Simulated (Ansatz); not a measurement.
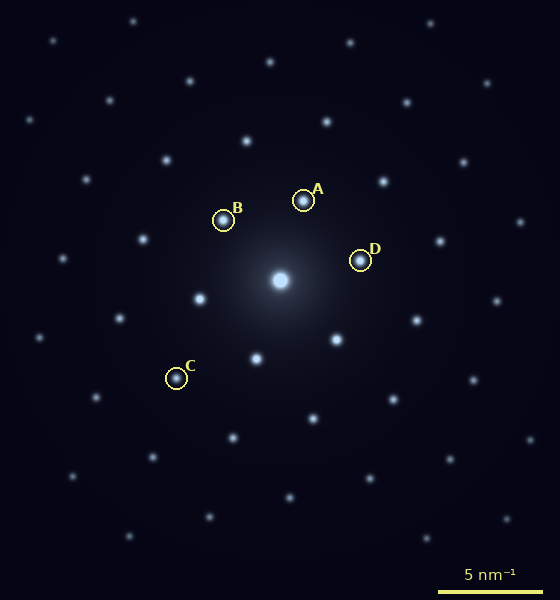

Kinematic zone-axis pattern, calculated for 120 keV electrons with B = 0.3 Å². The zone axis points towards the electron source and the pattern is seen from the source side.

SiPb2, space group Fm-3m (No. 225), a = 7.117 Å. Structure: the geometry relaxed with DFT PBE, scalar-relativistic, plane waves, PAW in Ansatz 0.2.0; the starting structure was generated, so it need not be a known form of this composition.

```
Si Pb
1.0
     7.11711    0.00000    0.00000
     0.00000    7.11711    0.00000
     0.00000    0.00000    7.11711
Si Pb
4 8
Direct
  0.00000 0.00000 0.00000
  0.00000 0.50000 0.50000
  0.50000 0.00000 0.50000
  0.50000 0.50000 0.00000
  0.25000 0.25000 0.75000
  0.25000 0.75000 0.75000
  0.25000 0.75000 0.25000
  0.25000 0.25000 0.25000
  0.75000 0.25000 0.25000
  0.75000 0.75000 0.25000
  0.75000 0.75000 0.75000
  0.75000 0.25000 0.75000
```

Spot A is indexed -2 0 2 and spot B 0 -2 2.

> Give hkl for C, D.

C = −2A + B = 4 -2 -2 (d = 1.453 Å). D = A − B = -2 2 0 (d = 2.516 Å).

> Find the zone axis.

The cross product of A and B is parallel to [111]; every spot obeys hu + kv + lw = 0.
